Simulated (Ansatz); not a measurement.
**F2Ge2H4···H2O: density, localisation and related maps**

```xyz
11

Ge   -0.1285   -0.0633   -0.0474
F    -0.1822   -0.1381    1.7119
H     1.3036   -0.4365   -0.4608
Ge   -1.2791    1.9053   -0.8398
H    -2.4767    1.4840   -1.7078
H    -1.7662    2.7006    0.3777
H    -0.3004    2.7437   -1.6733
F    -1.0761   -1.4720   -0.4518
O     1.1719    2.0457    1.0585
H     2.1254    1.9092    1.0862
H     0.8384    1.5820    1.8415
```

All numbers below come from Ansatz, RKS PBE0-D4/def2-SVP.

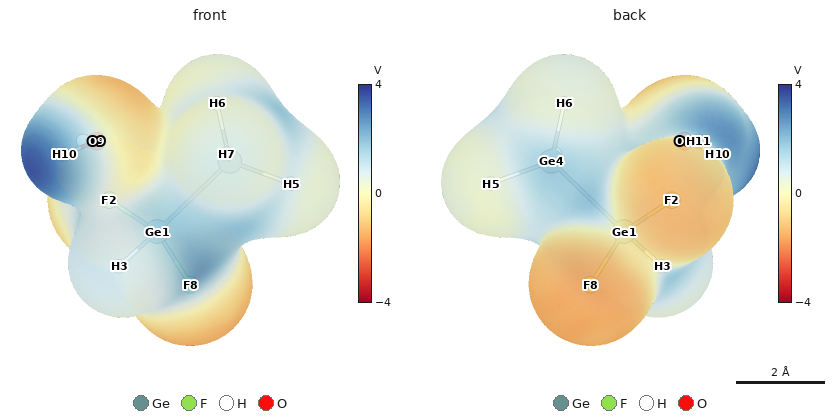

Figure 1. The molecular electrostatic potential painted on the density surface at 0.004 e/bohr³, seen from the front and from behind; the colour scale runs from red (negative) to blue (positive).

**Where is the surface potential most negative and most positive?**

The most negative region (about −1.6 V) lies over F8, the most positive (about +3.5 V) over H10.

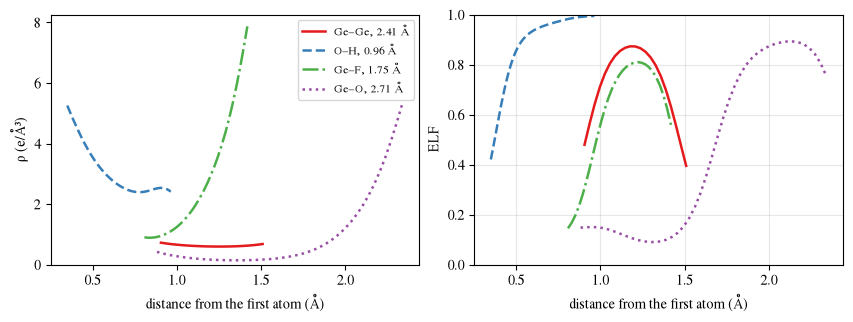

Figure 2. Total electron density and ELF along straight lines between neighbouring atoms. The curves leave out the atomic cores.

**What can be read from the curves?**

Ge–Ge (2.41 Å): ρ at the midpoint is about 0.6 e/Å³; the ELF peaks at about 0.85 between the atoms (a shared electron pair).
O–H (0.96 Å): ρ is about 3.7 e/Å³ halfway; the ELF climbs to about 1 towards the hydrogen, as it does in any bond to H (a covalent bond by its length).
Ge–F (1.75 Å): ρ at the midpoint is about 0.9 e/Å³; the ELF peaks at about 0.80 in the valence shell of F, 0.5 Å from its nucleus, and is about 0.25 at the midpoint.
Ge1···O9 (2.71 Å): the density falls to about 0.14 e/Å³ on the way; the ELF dips to about 0.10 between them.

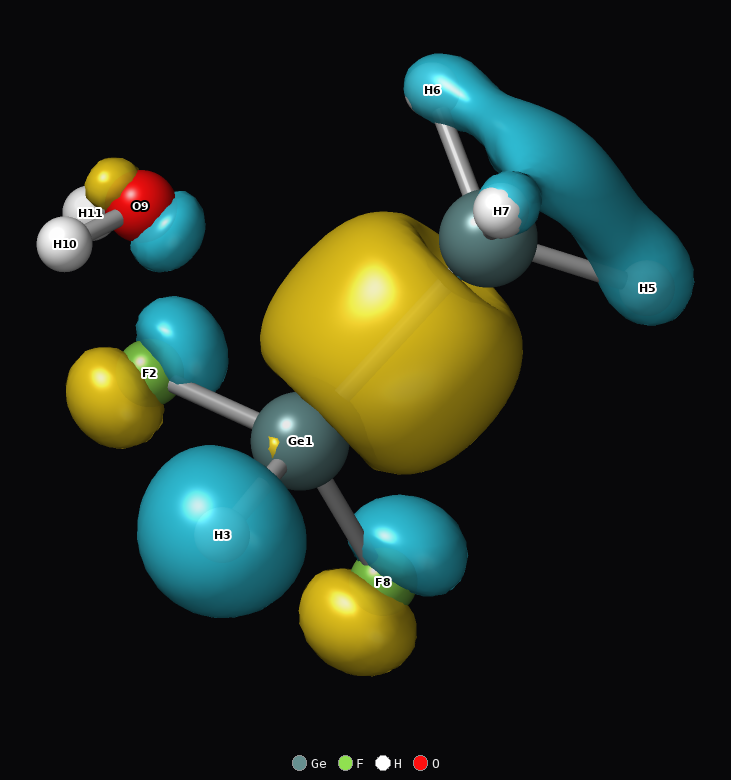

Figure 3. The HOMO at ±0.15 Å⁻³ᐟ² (yellow and cyan are the two phases), seen at a tilt.

**What is the character of this orbital?**

Its weight (Hirshfeld) is mainly on Ge4 (about 30 %), Ge1 (about 30 %), H3 (about 10 %), F8 (about 10 %) and F2 (about 5 %). Its energy is −8.36 eV.
